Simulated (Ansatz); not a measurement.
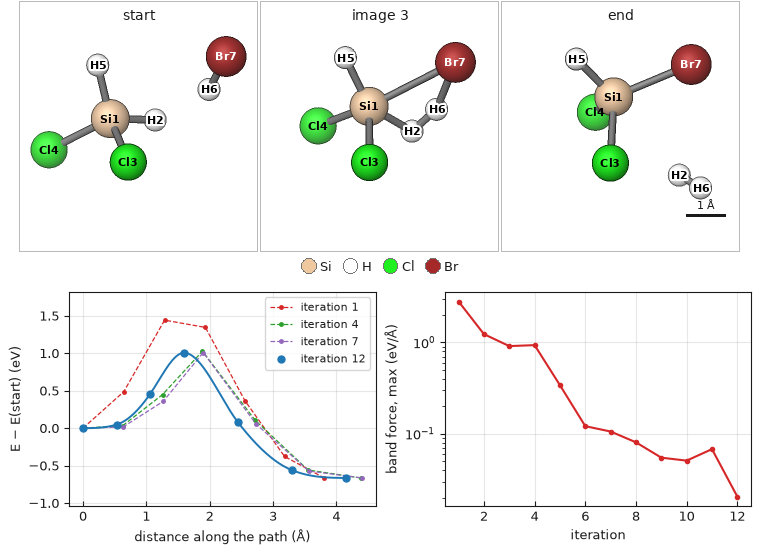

A search for the minimum-energy path of SiH$_{3}$BrCl$_{2}$ by the nudged elastic band. Images are numbered from 0 (start) to 6 (end). The plot follows the band through its iterations. A ball-and-stick model, seen from a free direction.

Method: Ansatz, RKS LDA/def2-SVP.

Input file:
```yaml
crystal:
  periodic: [false, false, false]
  atoms:
    - { symbol: Si, position_ang: [-0.328098, -0.686928, 0.284673] }
    - { symbol: H, position_ang: [-0.474225, 0.704962, 0.84568] }
    - { symbol: Cl, position_ang: [-1.083271, -0.68998, -1.61434] }
    - { symbol: Cl, position_ang: [-1.424678, -1.936377, 1.480489] }
    - { symbol: H, position_ang: [1.099009, -1.131146, 0.272212] }
    - { symbol: H, position_ang: [0.564444, 1.809832, -0.15944] }
    - { symbol: Br, position_ang: [1.646819, 1.929735, -1.109273] }
basis:
  gaussian: { orbitals: def2-SVP }
hamiltonian:
  xc: lda
neb:
  order_check: false
  images: 5
  f_tol: 0.05
  max_iterations: 60
  spring: 50.0
  final_atoms:
    - { symbol: Si, position_ang: [0.45203916, -0.90409871, -0.23359165] }
    - { symbol: H, position_ang: [-1.06095316, 1.69192209, 0.81283882] }
    - { symbol: Cl, position_ang: [-0.95273847, -0.56216401, -1.67348847] }
    - { symbol: Cl, position_ang: [-0.44684487, -0.86396365, 1.60487409] }
    - { symbol: H, position_ang: [1.07163816, -2.24486487, -0.44356616] }
    - { symbol: H, position_ang: [-1.07097029, 2.24221339, 0.25542754] }
    - { symbol: Br, position_ang: [2.00782948, 0.64105376, -0.32249318] }
  initial_path:
    images:
      - { positions_ang: [[-0.328098, -0.686928, 0.284673], [-0.474225, 0.704962, 0.84568], [-1.083271, -0.68998, -1.61434], [-1.424678, -1.936377, 1.480489], [1.099009, -1.131146, 0.272212], [0.564444, 1.809832, -0.15944], [1.646819, 1.929735, -1.109273]] }
      - { positions_ang: [[-0.22510248, -0.67372148, 0.18387663], [-0.58364311, 0.80991098, 0.68018159], [-1.09299299, -0.68694605, -1.64201585], [-1.2005977, -1.68148228, 1.58289441], [1.08988343, -1.28440886, 0.10567944], [0.33093573, 1.77703072, -0.04685926], [1.68151712, 1.73971497, -0.86375597]] }
      - { positions_ang: [[-0.12210696, -0.66051495, 0.08308027], [-0.69306122, 0.91485995, 0.51468318], [-1.10271497, -0.6839121, -1.66969171], [-0.97651739, -1.42658756, 1.68529983], [1.08075786, -1.43767172, -0.06085311], [0.09742745, 1.74422944, 0.06572149], [1.71621524, 1.54969493, -0.61823894]] }
      - { positions_ang: [[-0.01911145, -0.64730843, -0.0177161], [-0.80247933, 1.01980893, 0.34918477], [-1.11243696, -0.68087815, -1.69736756], [-0.75243709, -1.17169284, 1.78770524], [1.07163228, -1.59093458, -0.22738567], [-0.13608082, 1.71142817, 0.17830223], [1.75091336, 1.3596749, -0.37272191]] }
      - { positions_ang: [[0.13793875, -0.73290519, -0.08967462], [-0.88863727, 1.24384665, 0.50373612], [-1.05920413, -0.64130677, -1.68940786], [-0.65057302, -1.06911645, 1.72676152], [1.07163424, -1.80891134, -0.29944583], [-0.44771064, 1.88835657, 0.20401067], [1.83655207, 1.12013452, -0.355979]] }
      - { positions_ang: [[0.29498896, -0.81850195, -0.16163313], [-0.97479522, 1.46788437, 0.65828747], [-1.0059713, -0.60173539, -1.68144816], [-0.54870894, -0.96654005, 1.66581781], [1.0716362, -2.02688811, -0.371506], [-0.75934047, 2.06528498, 0.2297191], [1.92219077, 0.88059414, -0.33923609]] }
      - { positions_ang: [[0.45203916, -0.90409871, -0.23359165], [-1.06095316, 1.69192209, 0.81283882], [-0.95273847, -0.56216401, -1.67348847], [-0.44684487, -0.86396365, 1.60487409], [1.07163816, -2.24486487, -0.44356616], [-1.07097029, 2.24221339, 0.25542754], [2.00782948, 0.64105376, -0.32249318]] }
```

Launched with:
```bash
ansatz run input.yaml --threads 2 --pin off --max-ram 3072MiB --backend cpu --events-out ev --progress --plain --runs-dir out
```

Question: Did the band converge, and can the barrier be trusted?

Answer: The run is converged, with reservations. The band converged in 12 iterations. The largest component of the band force went from 2.8 to 0.021 eV/Å. The climbing image converged on the top of the path. Its curvatures weren't checked. The spring constant is far from the usual few eV/Å², which spoils the spacing or the steps. The first iteration put the highest image at 1.44 eV. Forward barrier 1.01 eV, backward barrier 1.67 eV, with image 3 at the top; the reaction energy is −0.66 eV.

The run took 49 s on 2 threads of Intel(R) Xeon(R) Platinum 8488C (Sapphire Rapids) (shared host), peak memory 0.17 GiB.
